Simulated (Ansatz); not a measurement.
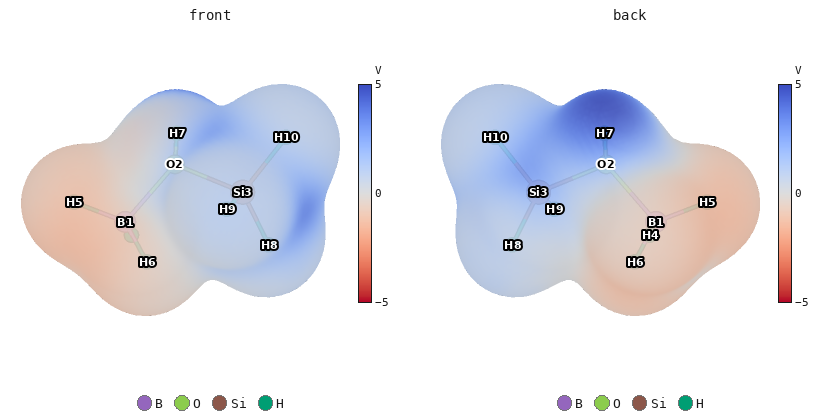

Figure. BH7OSi (SMILES [BH3-][OH+][SiH3]). The molecular electrostatic potential painted on the density surface at 0.004 e/bohr³, seen from the front and from behind; the colour scale runs from red (negative) to blue (positive).

Geometry: PBE0-D4/def2-SVP.

Theory: Ansatz, isolated molecule in a Gaussian basis; Kohn-Sham density functional theory, functional PBE0.

```yaml
atoms:
  - { symbol: B, position_ang: [-1.0494, 0.6575, -0.6974] }
  - { symbol: O, position_ang: [0.5472, 0.3047, -0.5220] }
  - { symbol: Si, position_ang: [0.8145, -0.6304, 0.9022] }
  - { symbol: H, position_ang: [-1.4717, -0.1534, -1.5062] }
  - { symbol: H, position_ang: [-1.1035, 1.8249, -1.0335] }
  - { symbol: H, position_ang: [-1.4445, 0.4486, 0.4489] }
  - { symbol: H, position_ang: [1.0053, 0.0957, -1.3441] }
  - { symbol: H, position_ang: [-0.0767, -1.8161, 0.9146] }
  - { symbol: H, position_ang: [0.6216, 0.2734, 2.0572] }
  - { symbol: H, position_ang: [2.2405, -1.0560, 0.7831] }
```

> Which sites attract a positive test charge, and which a negative one?

A positive charge is drawn to the negative regions and a negative charge to the positive ones. The most negative region (about −1.3 V) lies over H5, the most positive (about +4.7 V) over H7.
